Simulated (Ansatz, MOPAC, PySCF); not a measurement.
Potential energy curve for H₂Be, SMILES [BeH2], singlet. The Be1–H3 bond (Be1 also carries H; H3 carries nothing else) is stretched with both fragments frozen at the PBE0/def2-TZVP optimised geometry.

```
3

Be     0.0000     0.0000     0.0000
H      0.0000     0.0001    -1.3387
H      0.0000     0.0000     1.3387
```

RKS-B3LYP/LANL2DZ = PySCF with restricted B3LYP/LANL2DZ; PM6, restricted, heats of formation (MOPAC); UKS-PBE = unrestricted PBE/cc-pVQZ in Ansatz (a quantum-chemistry and plane-wave program).

Energies are in mEh, each relative to the lowest point of its own curve near equilibrium.

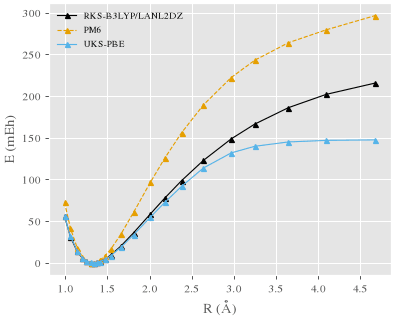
Figure: Energy against bond length for each method.

```csv
R / Å,RKS-B3LYP/LANL2DZ,PM6,UKS-PBE
0.99,55.8,72.6,56.0
1.06,31.3,41.6,31.7
1.14,13.6,18.1,14.1
1.20,5.8,7.5,6.2
1.25,2.1,2.4,2.3
1.30,0.3,0.1,0.4
1.34,0.0,0.0,0.0
1.38,0.6,1.3,0.5
1.41,1.6,3.0,1.3
1.47,4.5,8.1,4.0
1.54,9.4,16.4,8.5
1.66,20.1,34.4,18.6
1.81,36.0,60.5,33.6
2.01,58.6,96.5,54.7
2.18,77.5,125.4,72.3
2.38,98.5,155.9,91.6
2.64,122.8,189.4,113.7
2.97,148.6,222.2,131.8
3.25,166.3,243.0,139.7
3.65,186.1,264.0,145.0
4.10,202.1,279.5,146.8
4.68,215.6,296.5,147.4
```

At the longest distance, 4.68 Å, PM6 lies highest above its minimum (296.5 mEh) and UKS-PBE lowest (147.4 mEh).

The restricted form behind RKS-B3LYP/LANL2DZ, PM6 keeps the bonding electrons paired and can't separate into open-shell fragments. The unrestricted determinant behind UKS-PBE is spin-contaminated at 2.97 to 4.68 Å (<S²> up to 1.0, against 0.00 for a pure singlet).
